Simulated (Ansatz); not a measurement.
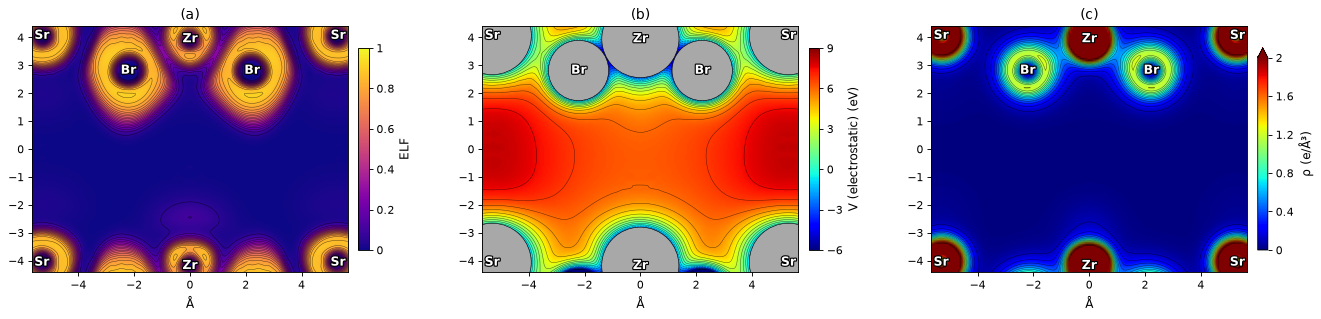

Figure 1: SrZrBr₆. (a) electron localisation function; (b) electrostatic potential energy of an electron; (c) valence electron density on the (010) plane of the conventional cell. Grey discs cover the atomic cores in the potential map.

Space group Amm2; a structure from a database of computed crystals, not necessarily the ambient phase; started from the MoWO6-8 prototype, which need not be the ambient phase.

These are results of DFT, PBEsol, plane waves, PAW in Ansatz 0.2.0, not measurements.

The density is the valence pseudo-density of a PAW calculation; it isn't the true density close to the nuclei.

```cif
data_structure
_symmetry_space_group_name_H-M 'P 1'
_symmetry_Int_Tables_number 1
_cell_length_a 10.6169
_cell_length_b 8.6703
_cell_length_c 8.1278
_cell_angle_alpha 90.000
_cell_angle_beta 89.980
_cell_angle_gamma 90.000
_cell_volume 748.18
loop_
_atom_site_label
_atom_site_type_symbol
_atom_site_fract_x
_atom_site_fract_y
_atom_site_fract_z
_atom_site_occupancy
Sr1 Sr 0.50000 0.00000 0.05995 1
Sr2 Sr 0.50000 0.50000 0.55995 1
Zr1 Zr 0.00006 0.00000 0.04494 1
Zr2 Zr 0.00006 0.50000 0.54494 1
Br1 Br 0.00007 0.22107 0.23211 1
Br2 Br 0.00007 0.72107 0.73211 1
Br3 Br 0.00007 0.77893 0.23211 1
Br4 Br 0.00007 0.27893 0.73211 1
Br5 Br 0.50002 0.24910 0.30950 1
Br6 Br 0.50002 0.74910 0.80950 1
Br7 Br 0.50002 0.75090 0.30950 1
Br8 Br 0.50002 0.25090 0.80950 1
Br9 Br 0.20876 0.50000 0.40586 1
Br10 Br 0.20876 0.00000 0.90586 1
Br11 Br 0.79135 0.50000 0.40604 1
Br12 Br 0.79135 0.00000 0.90604 1
```

> Describe what can be read from this map.

- The plane passes through Sr, Zr and Br nuclei.
- Zr–Br (2.49 Å): the density is about 0.56 e/Å³ at the midpoint; the ELF is about 0.45 at the midpoint.
- Sr–Br (3.34 Å): the density is about 0.08 e/Å³ at the midpoint; the ELF is about 0.10 at the midpoint (an ionic contact with no shared pair).
- The density dies away to nearly zero in the voids.
- The features right at Sr and Zr lie inside the PAW spheres, where the map follows smoothed inner orbitals and isn't to be read closely.
- Outside the cores the potential energy rises away from the atoms and is highest about 3.0 Å from the nearest atoms; its zero is arbitrary.
